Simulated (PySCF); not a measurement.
# Mo2O: relaxation and vibrations of the singlet

Where does singlet Mo2O go from a bent start, is the end point a minimum, and what are its modes, charges and moments?

The runs use PySCF 2.14.0; PBE0, basis O def2-TZVP, Mo def2-TZVP with ECP28, scalar-relativistic core potentials, no spin–orbit coupling, density fitting.

**1. Starting geometry**

3 atoms, charge 0, spin multiplicity 1.

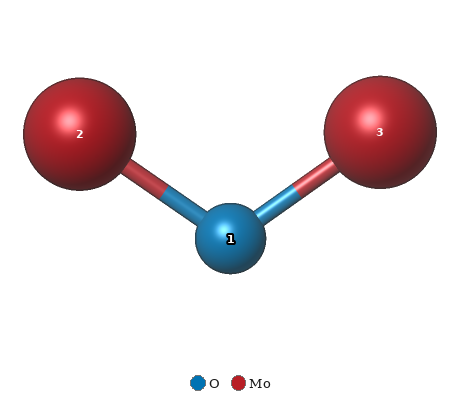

As it starts; oxygen blue, molybdenum red; atoms are numbered from 1 in the order of the file.

```xyz
3
charge 0 multiplicity 1
O     0.0000    0.0000   -1.0658
Mo    1.6465    0.0000    0.0871
Mo   -1.6465    0.0000    0.0871
```

**2. Bent start, singlet: relaxation**

The steps below are one call of a driver around PySCF. For each, scf.py gives the equivalent set-up of the SCF; relaxations use the driver's own optimiser. Before each start the driver seeks the lowest SCF state from one or more starting densities and follows internal instabilities, so scf.py alone need not reach the same state.

The program finds C2v symmetry in the start, which this walk keeps. Threshold on the gradient: 0.0003 Eh/bohr, with a further test on the energy change.

Contents of scf.py:

```python
from pyscf import gto, scf, dft
mol = gto.M(atom='''
O      0.000000     0.000000    -1.065837
Mo     1.646500    -0.000000     0.087063
Mo    -1.646500     0.000000     0.087063''',
    basis={'O': 'def2-TZVP', 'Mo': 'def2-TZVP'},
    ecp={'Mo': 'def2-TZVP'},
    charge=0, spin=0)
mf = dft.RKS(mol, xc='PBE0')
mf.grids.atom_grid = (50, 194)
aux = {'O': 'def2-universal-JKFIT', 'Mo': 'def2-universal-JKFIT'}
mf = mf.density_fit(auxbasis=aux)
mf.kernel()
```

Energy and gradient, step by step:

```
step  energy (Eh)  change (kJ/mol)  largest symmetric gradient (Eh/bohr)
   0  -211.243113             0.00                               0.08782
   1  -211.280233           -97.46                               0.06436
   2  -211.302032          -154.69                               0.10359
   3  -211.318403          -197.68                               0.02112
   4  -211.319513          -200.59                               0.01557
   5  -211.320840          -204.07                               0.00148
   6  -211.320854          -204.11                               0.00017
   7  -211.320854          -204.11                               0.00001
```

The walk ran for 12 s (4 threads, shared host).

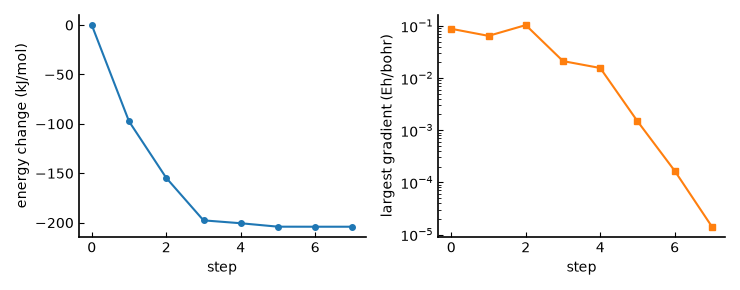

How energy and gradient fall.

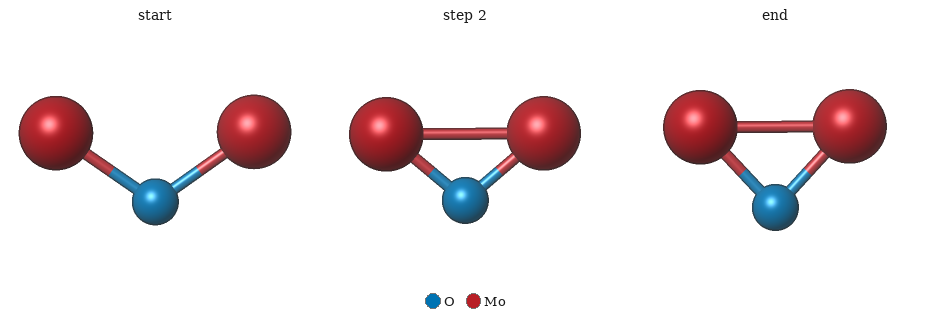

Start and end of the relaxation, with a step between.

After 7 steps and 204.1 kJ/mol it ends at C2v: Mo–Mo 2.479 Å, O–Mo 1.826 Å (×2); Mo–Mo–O 47.2° (×2), Mo–O–Mo 85.5°.

**3. Vibrations and properties at this point**

On the finer grid the gradient is checked again; gradients at displacements of ±0.01 bohr then give force constants and infrared intensities.

Edit scf.py of step 2 so:

```diff
@@ -3,3 +3,3 @@
-O      0.000000     0.000000    -1.065837
-Mo     1.646500    -0.000000     0.087063
-Mo    -1.646500     0.000000     0.087063''',
+O      0.000000    -0.000000    -1.239191
+Mo     1.239522    -0.000000     0.101232
+Mo    -1.239522     0.000000     0.101232''',
@@ -10 +10 @@
-mf.grids.atom_grid = (50, 194)
+mf.grids.atom_grid = (75, 302)
```

This SCF starts from the last density.

Log of the central SCF (cycles and frontier levels):

```text
init E= -211.320782681955
  HOMO = -0.154640121056726  LUMO = -0.108662021850783  gap/eV = 1.25113
cycle= 1 E= -211.320782681371  delta_E= 5.84e-10  |g|= 6.09e-05  |ddm|= 8.96e-05
  HOMO = -0.154648099397736  LUMO = -0.108671597252926  gap/eV = 1.25108
cycle= 2 E= -211.320782658123  delta_E= 2.32e-08  |g|= 0.000318  |ddm|= 0.000279
  HOMO = -0.154645875451642  LUMO = -0.108668951323299  gap/eV = 1.25110
cycle= 3 E= -211.32078268103  delta_E= -2.29e-08  |g|= 7.62e-05  |ddm|= 0.000259
  HOMO = -0.154643774048989  LUMO = -0.108666475399254  gap/eV = 1.25111
cycle= 4 E= -211.320782682376  delta_E= -1.35e-09  |g|= 1.14e-05  |ddm|= 5.92e-05
  HOMO = -0.154643238277867  LUMO = -0.108665882722701  gap/eV = 1.25111
cycle= 5 E= -211.320782682467  delta_E= -9.07e-11  |g|= 6.03e-06  |ddm|= 2.42e-05
  HOMO = -0.154643776159865  LUMO = -0.108666572806118  gap/eV = 1.25110
Extra cycle  E= -211.320782682637  delta_E= -1.7e-10  |g|= 1.3e-05  |ddm|= 5.92e-05
converged SCF energy = -211.320782682637
```

The whole step took 19 s.

Geometry: C2v; Mo–Mo 2.479 Å, O–Mo 1.826 Å (×2); Mo–Mo–O 47.2° (×2), Mo–O–Mo 85.5°.

Harmonic modes (main isotopes):

| symmetry | ω (cm⁻¹) | IR (km/mol) | μ (u) |
| --- | --- | --- | --- |
| a1 | 233 | 8.3 | 71.65 |
| b2 | 600 | 0.2 | 18.30 |
| a1 | 766 | 62.6 | 18.24 |

No imaginary mode, so this is a minimum.

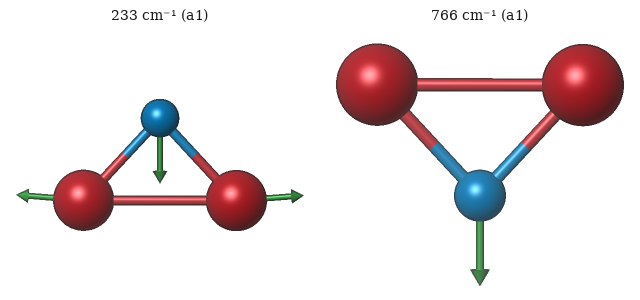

How the atoms move in 2 of the modes.

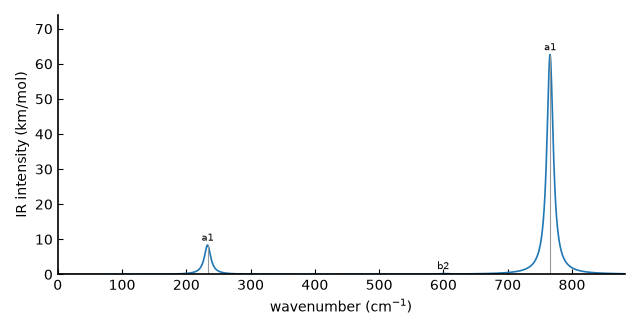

The harmonic infrared spectrum (widths in cm⁻¹). Lines are broadened to a width of 12 cm⁻¹ (Lorentzian).

Constants and moments:

* Dipole moment: 1.92 D
* Highest occupied level: -4.21 eV
* Lowest empty level: -2.96 eV
* Rotational constants: 0.6345, 0.05603, 0.05149 cm⁻¹
* Zero-point energy: 9.6 kJ/mol
* Principal polarisabilities: 118.8, 156.3, 186.8 bohr³
* Atomisation energy without zero-point energy: 245 kJ/mol
* Principal traceless quadrupole moments about the centre of mass: -11.46, -7.98, 19.44 D Å
* Entropy at 298.15 K and 1 bar: 290.5 J/(mol K)
* Heat capacity Cp at 298.15 K: 48.0 J/(mol K)
* Enthalpy at 298.15 K above 0 K: 11.91 kJ/mol
* Rotational symmetry number: 2

Charges (e) and bond orders:

```
 atom  Mulliken  Löwdin  polar tensor  Mayer order to O1
   O1     -0.59   -0.22         -0.42                  –
Mo2,3      0.30    0.11          0.21               1.17
```

Outer orbital energies (eV). occupied: -11.59, -11.51, -10.92, -6.76, -5.93, -5.20, -4.82, -4.21; empty: -2.96, -2.23, -2.05, -1.98.

Mulliken populations on O1: s 3.93, p 4.62, d 0.04, f 0.00.

**4. Would spin polarisation lower it?**

At the lowest minimum the closed shell is tested against spin polarisation, on the (50, 194) grid. It is unstable: an open-shell solution lies lower. That solution was not followed to a minimum here.

**5. Summary of results**

| quantity | value |
| --- | --- |
| minimum | singlet, C2v (closed shell, unstable towards spin polarisation) |
| geometry | Mo–Mo 2.479 Å, O–Mo 1.826 Å (×2); Mo–Mo–O 47.2° (×2), Mo–O–Mo 85.5° |
| wavenumbers (cm⁻¹) | 233 (a1), 600 (b2), 766 (a1) |
| dipole moment | 1.92 D |
| highest occupied, lowest empty level | -4.21, -2.96 eV |
| polar-tensor charge of O1 | -0.42 e |
| zero-point energy | 9.6 kJ/mol |

What this shows: The bent start keeps its C2v symmetry and ends in a minimum. The strongest infrared band lies at 766 cm⁻¹ (a1). Only this shape and spin were tried, so other structures or states may lie lower. The small gap makes a closed-shell description doubtful. A stability analysis at the minimum finds the closed shell unstable towards spin polarisation: an open-shell solution lies lower, and these values are not those of the lowest state.

The search up to here took 54 s.
